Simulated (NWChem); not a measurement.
# doublet CH6NPSi+ at 4 levels

We compute a comparison of 4 runs (UHF/STO-3G, UHF/3-21G, UB3LYP/6-31G*, UM06-2X/def2-SVP) of doublet CH6NPSi+. 

Program for the calculation: NWChem 7.3.0.

3 further runs of the same task are left out: 3 set aside as unsound or not needed. Runs told in other sessions of the task aren't counted.

**1. The system as given**

CH6NPSi+ has 10 atoms, charge +1, and is taken as a doublet. As SMILES of the parent species, `C1NP[SiH2]1`. The shape is that of a PBE0-D4/def2-TZVP optimisation. That shape belongs to the parent species and isn't relaxed for this state.

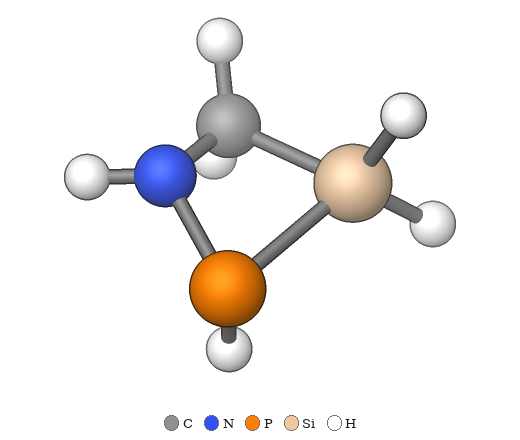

The structure, seen from a chosen angle (carbon grey, nitrogen blue, phosphorus orange, silicon light orange, hydrogen white).

**2. A single-point energy at UHF/STO-3G (run 1)**

File m1.nw:

```
start m1
memory stack 880 mb heap 220 mb global 1100 mb
charge 1
geometry units bohr noautosym nocenter noautoz
  C     -0.98057889     1.42428658    -0.52969023
  N      0.73453654     1.63877050     1.63499104
  P      1.84040427    -1.35304391     2.41110156
  Si     0.72244230    -1.50667864    -1.71473749
  H     -0.99380697     3.11294585    -1.72097358
  H     -2.93701234     0.96829567     0.00680301
  H      0.23905035     2.83553405     3.04075831
  H     -0.47828968    -2.63352233     3.08308817
  H      2.82155008    -0.94467409    -3.49240285
  H     -0.81107045    -3.63866765    -2.71326877
end
basis spherical bse
  * library STO-3G
end
scf
  doublet
  uhf
  thresh 1e-08
  maxiter 80
  print medium
end
task scf energy
```

Run with:

```sh
$ nwchem m1.nw > m1.out
```

Standard output:

```text
[...]
  functions       =    34
[...]
  wavefunction    = UHF
[...]
         Total SCF energy =   -716.921958159363
      One electron energy =  -1425.905765466350
      Two electron energy =    486.614606613730
 Nuclear repulsion energy =    222.369200693257
                       Sz =      0.5000
                 Sz(Sz+1) =      0.7500
                      S^2 =      0.7574
[...]
```

It took 8.4 s on 1 thread of Intel Xeon 6975P-C (Granite Rapids), shared host; peak memory 0.096 GiB.

**3. The energy at UHF/3-21G (run 2)**

File geom.nw:

```
start geom
memory total 2200 mb
charge 1

geometry noautosym nocenter noautoz
   C       -0.518900       0.753700      -0.280300
   N        0.388700       0.867200       0.865200
   P        0.973900      -0.716000       1.275900
   Si       0.382300      -0.797300      -0.907400
   H       -0.525900       1.647300      -0.910700
   H       -1.554200       0.512400       0.003600
   H        0.126500       1.500500       1.609100
   H       -0.253100      -1.393600       1.631500
   H        1.493100      -0.499900      -1.848100
   H       -0.429200      -1.925500      -1.435800
end

basis spherical bse
   C library 3-21G
   N library 3-21G
   P library 3-21G
   Si library 3-21G
   H library 3-21G
end

scf
   doublet
   uhf
   thresh 1e-08
   maxiter 80
end

task scf
```

Run with:

```sh
$ nwchem geom.nw > geom.out
```

Standard output:

```text
[...]
  functions       =    56
[...]
  wavefunction    = UHF
[...]
         Total SCF energy =   -721.343688798548
      One electron energy =  -1428.304929905561
      Two electron energy =    484.592024288047
 Nuclear repulsion energy =    222.369216818966
                       Sz =      0.5000
                 Sz(Sz+1) =      0.7500
                      S^2 =      0.7711
[...]
```

It took 7.5 s on 1 thread of Intel Xeon 6975P-C (Granite Rapids), shared host; peak memory 0.097 GiB.

**4. A single-point energy at UB3LYP/6-31G(d) (spherical functions) (run 3)**

File nw.xyz:

```xyz
10
CH6NPSi B3LYP
C     -0.518900     0.753700    -0.280300
N      0.388700     0.867200     0.865200
P      0.973900    -0.716000     1.275900
Si     0.382300    -0.797300    -0.907400
H     -0.525900     1.647300    -0.910700
H     -1.554200     0.512400     0.003600
H      0.126500     1.500500     1.609100
H     -0.253100    -1.393600     1.631500
H      1.493100    -0.499900    -1.848100
H     -0.429200    -1.925500    -1.435800
```

File run.py:

```python
from ase.io import read
from ase.calculators.nwchem import NWChem

mol = read('nw.xyz')

calc = NWChem(
    label='nw',
    theory='dft',
    memory='2200 mb',
    basis='6-31G*',
    basispar='spherical bse',
    charge=1,
    dft={'xc': 'b3lyp', 'mult': '2', 'grid': 'xfine', 'convergence': 'energy 1e-08', 'iterations': '100', 'mulliken': None},
    task='energy',
)
mol.calc = calc

e = mol.get_potential_energy()
print(f"E = {e:.6f} eV")
```

Run with:

```sh
$ export ASE_NWCHEM_COMMAND="nwchem PREFIX.nwi > PREFIX.nwo"
$ python run.py
```

Standard output:

```text
E = -19781.557455 eV
```

The calculator wrote nw.nwi:

```
title "nw"

permanent_dir nw

scratch_dir nw

start nw

geometry units angstrom nocenter noautosym noautoz
  C  -5.1890000000000003e-01 7.5370000000000004e-01 -2.8029999999999999e-01
  N  3.8869999999999999e-01 8.6719999999999997e-01 8.6519999999999997e-01
  P  9.7389999999999999e-01 -7.1599999999999997e-01 1.2759000000000000e+00
  Si 3.8229999999999997e-01 -7.9730000000000001e-01 -9.0739999999999998e-01
  H  -5.2590000000000003e-01 1.6473000000000000e+00 -9.1069999999999995e-01
  H  -1.5542000000000000e+00 5.1239999999999997e-01 3.5999999999999999e-03
  H  1.2650000000000000e-01 1.5004999999999999e+00 1.6091000000000000e+00
  H  -2.5309999999999999e-01 -1.3935999999999999e+00 1.6315000000000000e+00
  H  1.4931000000000001e+00 -4.9990000000000001e-01 -1.8481000000000001e+00
  H  -4.2920000000000003e-01 -1.9255000000000000e+00 -1.4358000000000000e+00
end

charge 1

memory 2200 mb

basis spherical bse noprint
   * library 6-31G*
end

dft
  xc b3lyp
  mult 2
  grid xfine
  convergence energy 1e-08
  iterations 100
  mulliken
end

task dft energy
```

nw.nwo:

```text
Northwest Computational Chemistry Package (NWChem) 7.3.0
             --------------------------------------------------------

           Job information
           ---------------

    nwchem branch   = 7.3.0
    use scalapack   = T
    input           = nw.nwi
    prefix          = nw.
    data base       = nw/nw.db
    status          = startup
    nproc           =        1

           Memory information
           ------------------

[... 5 lines left out ...]
    hardfail = no
[... 40 lines left out ...]
            Nuclear Dipole moment (a.u.)
[... 92 lines left out ...]
          Convergence on density requested:  1.00D-05
[... 29 lines left out ...]
          Convergence aids based upon iterative change in
[... 31 lines left out ...]
 2-e energy   =     472.590372
[... 68 lines left out ...]
           Coulomb energy =      543.429642928660
[... 542 lines left out ...]
                     DFT Final Beta Molecular Orbital Analysis
[... 631 lines left out ...]
     Multipole analysis of the density
     ---------------------------------

     L   x y z        total         alpha         beta         nuclear
     -   - - -        -----         -----         ----         -------
     0   0 0 0      1.000000    -24.000000    -23.000000     48.000000

     1   1 0 0      0.104001    -17.864163    -16.850793     34.818957
[... 8 lines of this table left out ...]
     2   0 0 2    -20.862936   -108.541941   -102.354619    190.033624

 Task  times  cpu:       73.1s     wall:       73.1s
 Total times  cpu:       73.1s     wall:       73.1s
```

It took 74 s on 1 thread of Intel Xeon 6975P-C (Granite Rapids), shared host; peak memory 0.14 GiB.

**5. The energy at UM06-2X/def2-SVP (run 4)**

File geom.xyz:

```xyz
10

C     -0.518900     0.753700    -0.280300
N      0.388700     0.867200     0.865200
P      0.973900    -0.716000     1.275900
Si     0.382300    -0.797300    -0.907400
H     -0.525900     1.647300    -0.910700
H     -1.554200     0.512400     0.003600
H      0.126500     1.500500     1.609100
H     -0.253100    -1.393600     1.631500
H      1.493100    -0.499900    -1.848100
H     -0.429200    -1.925500    -1.435800
```

File geom.nw:

```
start geom
memory stack 880 mb heap 220 mb global 1100 mb
charge 1

geometry units angstroms noautosym nocenter noautoz
  load geom.xyz
end

basis spherical bse
  * library def2-SVP
end

dft
  xc m06-2x
  mult 2
  grid fine
  convergence energy 1e-08
  maxiter 100
  mulliken
  print medium
end

task dft energy
```

Run with:

```sh
$ nwchem geom.nw > geom.out
```

Standard output:

```text
[...]
          Wavefunction type:  spin polarized.
          No. of atoms     :    10
          No. of electrons :    47
[...]
          Charge           :     1
          Spin multiplicity:     2
[...]
          AO basis - number of functions:    94
[...]
              XC Information
              --------------
                       M06-2X Method XC Functional
                     Hartree-Fock (Exact) Exchange  0.540
                        M06-2X Exchange Functional  1.000
                      M06-2X Correlation Potential  1.000
[...]
 d= 0,ls=0.0,diis     1   -726.5258554019 -9.49D+02  5.61D-03  1.75D-01     4.0
[...]
 d= 0,ls=0.0,diis    16   -726.6030075040 -2.11D-09  1.38D-07  3.71D-11    58.6
[...]
         Total DFT energy =     -726.603007503971
      One electron energy =    -1433.675694409289
           Coulomb energy =      543.066653496444
    Exchange-Corr. energy =      -58.363183410092
 Nuclear repulsion energy =      222.369216818966
[...]
      Total Density - Mulliken Population Analysis
     ---------------------------------------------
    Atom       Charge   Shell Charges
 -----------   ------   -------------------------------------------------------
    1 C    6     6.17   1.99  0.89  0.29  2.08  0.89  0.03
    2 N    7     7.33   1.99  1.00  0.52  2.38  1.41  0.02
    3 P   15    14.69   2.00  1.99  1.23  0.47  5.93  1.46  1.47  0.15
    4 Si  14    13.57   2.00  1.98  1.07  0.22  5.93  1.29  0.88  0.19
    5 H    1     0.85   0.72  0.10  0.02
    6 H    1     0.84   0.71  0.10  0.02
    7 H    1     0.78   0.68  0.05  0.04
    8 H    1     0.86   0.68  0.16  0.02
    9 H    1     0.95   0.72  0.22  0.01
   10 H    1     0.97   0.72  0.24  0.01
[...]
      <S2> =      0.7572 (Exact =     0.7500)
[...]
```

Wall time 59 s (1 thread of Intel Xeon 6975P-C (Granite Rapids), shared host); peak memory 0.12 GiB.

**6. The series**

| run | level | iteration cap | module | energy (Eh) | HOMO energy (eV) | LUMO energy (eV) | ⟨S²⟩ | wall time |
| --- | --- | --- | --- | --- | --- | --- | --- | --- |
| 1 | UHF/STO-3G | 80 | scf | -716.921958 | -13.79 | -4.84 | 0.757 | 8.4 s |
| 2 | UHF/3-21G | 80 | scf | -721.343689 | -15.26 | -5.53 | 0.771 | 7.5 s |
| 3 | UB3LYP/6-31G* (spherical functions) | 100 | dft | -726.958834 | -12.84 | -10.85 | 0.756 | 74 s |
| 4 | UM06-2X/def2-SVP | 100 | dft | -726.603008 | -14.13 | -9.94 | 0.757 | 59 s |

**7. Results**

| quantity | value |
| --- | --- |
| run 4: total energy | -726.60301 Eh |
| run 4: HOMO energy (highest over α and β) | -14.13 eV |
| run 4: LUMO energy (lowest over α and β) | -9.94 eV |
| run 4: ⟨S²⟩ | 0.757 |

What this shows: Totals of different functionals can't be ranked against each other. In run 1 the basis is minimal, so the values are rough. All runs together took 2.5 min, the longest 74 s.
